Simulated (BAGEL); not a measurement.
# H3NO (SMILES NO) at HF/STO-3G (density fitting with cc-pvqz-jkfit)

What is the vertical singlet–triplet gap of H3NO at HF/STO-3G (density fitting with cc-pvqz-jkfit)? 

Program for the calculation: BAGEL 1.2.2.

2 further runs of the same task are left out: 2 set aside as unsound or not needed.

**1. The system as given**

The species is H3NO (5 atoms), meant as a singlet with charge 0. SMILES: `NO`. The coordinates come from a PBE0-D4/def2-TZVP relaxation. This is one conformer, not always the lowest.

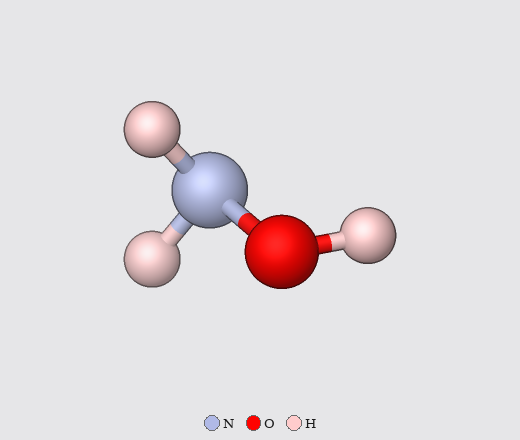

The structure, seen from a chosen angle (nitrogen light blue, oxygen red, hydrogen pink).

**2. A single-point energy at HF/STO-3G (density fitting with cc-pvqz-jkfit)**

job.json

```json
{ "bagel" : [

{
  "title" : "molecule",
  "basis" : "sto-3g",
  "df_basis" : "cc-pvqz-jkfit",
  "angstrom" : true,
  "geometry" : [
    { "atom" : "N", "xyz" : [   -0.165120,   -0.361290,   -0.321170 ] },
    { "atom" : "O", "xyz" : [    0.364460,    0.666040,    0.508060 ] },
    { "atom" : "H", "xyz" : [   -0.162690,   -1.190020,    0.266770 ] },
    { "atom" : "H", "xyz" : [   -1.141650,   -0.109840,   -0.446210 ] },
    { "atom" : "H", "xyz" : [    1.105010,    0.995100,   -0.007440 ] }
  ]
},
{ "title" : "hf" },
{ "title" : "print", "file" : "orbitals.molden", "orbitals" : true }

]}
```

On the command line:

```sh
BAGEL_NUM_THREADS=1 BAGEL job.json > job.out
```

What it wrote:

```text
* using 1 threads per process

  ===============================================================
  ===============================================================

  *** Geometry ***

  { "atom" : "N", "xyz" : [     -0.312032,     -0.682739,     -0.606923 ] },
  { "atom" : "O", "xyz" : [      0.688730,      1.258633,      0.960094 ] },
  { "atom" : "H", "xyz" : [     -0.307440,     -2.248812,      0.504122 ] },
  { "atom" : "H", "xyz" : [     -2.157406,     -0.207568,     -0.843215 ] },
  { "atom" : "H", "xyz" : [      2.088166,      1.880466,     -0.014060 ] },

  Number of auxiliary basis functions:      365

  Since a DF basis is specified, we compute 2- and 3-index integrals:
    o Being stored without compression. Storage requirement is 0.000 GB

  Number of basis functions:       13
  Number of electrons      :       18

    * METHOD: MOLECULE                             0.06

  *** RHF ***

  === Nuclear Repulsion ===
    39.5936663937

      * DIIS with orbital gradients will be used.

  === RHF iteration (sto-3g) ===
      0       -129.23573124          0.02055577           0.00
      1       -129.25869325          0.00454307           0.00
      2       -129.25980671          0.00120153           0.00
      3       -129.25997025          0.00031674           0.00
      4       -129.25998375          0.00006679           0.00
      5       -129.25998445          0.00000774           0.00
      6       -129.25998446          0.00000127           0.00
      7       -129.25998446          0.00000024           0.00
      8       -129.25998446          0.00000004           0.00
      9       -129.25998446          0.00000001           0.00
    * SCF iteration converged.

    * Permanent dipole moment:
           (    0.114653,     0.098662,    -0.009504) a.u.

    * METHOD: HF                                   0.04

    * METHOD: PRINT                                0.00

  ===============================================================
```

Run time: 0.24 s. Hardware: 1 thread of Arm Neoverse V2, shared host.

**3. The triplet**

input.json

```json
{ "bagel": [

{
  "title": "molecule",
  "basis": "sto-3g",
  "df_basis": "cc-pvqz-jkfit",
  "angstrom": true,
  "geometry": [
    { "atom": "N", "xyz": [   -0.165120,   -0.361290,   -0.321170 ] },
    { "atom": "O", "xyz": [    0.364460,    0.666040,    0.508060 ] },
    { "atom": "H", "xyz": [   -0.162690,   -1.190020,    0.266770 ] },
    { "atom": "H", "xyz": [   -1.141650,   -0.109840,   -0.446210 ] },
    { "atom": "H", "xyz": [    1.105010,    0.995100,   -0.007440 ] }
  ]
},
{
  "title": "uhf",
  "nopen": 2
},
{
  "title": "print",
  "file": "orbitals.molden",
  "orbitals": true
}

]}
```

On the command line:

```sh
BAGEL_NUM_THREADS=1 BAGEL input.json > input.out
```

What it wrote:

```text
* using 1 threads per process

  ===============================================================
  ===============================================================

  *** Geometry ***

  { "atom" : "N", "xyz" : [     -0.312032,     -0.682739,     -0.606923 ] },
  { "atom" : "O", "xyz" : [      0.688730,      1.258633,      0.960094 ] },
  { "atom" : "H", "xyz" : [     -0.307440,     -2.248812,      0.504122 ] },
  { "atom" : "H", "xyz" : [     -2.157406,     -0.207568,     -0.843215 ] },
  { "atom" : "H", "xyz" : [      2.088166,      1.880466,     -0.014060 ] },

  Number of auxiliary basis functions:      365

  Since a DF basis is specified, we compute 2- and 3-index integrals:
    o Being stored without compression. Storage requirement is 0.000 GB

  Number of basis functions:       13
  Number of electrons      :       18

    * METHOD: MOLECULE                             0.06

  *** Open-shell HF ***

  === Nuclear Repulsion ===
    39.5936663937

      * DIIS with orbital gradients will be used.

  === UHF iteration (sto-3g) ===
      0       -128.86072323          0.06199799           0.00
      1       -128.92819457          0.01412695           0.00
      2       -128.93482633          0.00761918           0.00
      3       -128.93794594          0.00462695           0.00
      4       -128.93969251          0.00178640           0.00
      5       -128.93998747          0.00089553           0.00
      6       -128.94008534          0.00047334           0.00
      7       -128.94011413          0.00017277           0.00
      8       -128.94011815          0.00006479           0.00
      9       -128.94011881          0.00002149           0.00
     10       -128.94011890          0.00000914           0.00
     11       -128.94011893          0.00000321           0.00
     12       -128.94011893          0.00000156           0.00
     13       -128.94011893          0.00000085           0.00
     14       -128.94011893          0.00000051           0.00
     15       -128.94011893          0.00000033           0.00
     16       -128.94011893          0.00000025           0.00
     17       -128.94011893          0.00000014           0.00
     18       -128.94011893          0.00000006           0.00
     19       -128.94011893          0.00000003           0.00
     20       -128.94011893          0.00000001           0.00
     21       -128.94011893          0.00000000           0.00
    * SCF iteration converged.

    * S^2 (UHF) is 2.0128

    * Permanent dipole moment:
           (    0.319679,     0.492006,     0.304963) a.u.

    * METHOD: UHF                                  0.09

    * METHOD: PRINT                                0.00

  ===============================================================
```

It took 0.3 s on 1 thread of Arm Neoverse V2, shared host.

**4. Outcome**

At HF/STO-3G (density fitting with cc-pvqz-jkfit):

| quantity | value |
| --- | --- |
| singlet: total energy | -129.25998 Eh |
| singlet: dipole moment | 0.39 D |
| singlet: HOMO energy | -9.13 eV |
| singlet: LUMO energy | 15.06 eV |
| singlet: HOMO–LUMO gap | 24.20 eV |
| triplet: total energy | -128.94012 Eh |
| triplet: dipole moment | 1.68 D |
| triplet: ⟨S²⟩ | 2.013 |
| vertical energy of the triplet above the singlet | 8.704 eV |

What this shows: At this shape the triplet lies 8.70 eV (840 kJ/mol) above the singlet. In a minimal basis such a difference can be off by several eV, whatever the method.
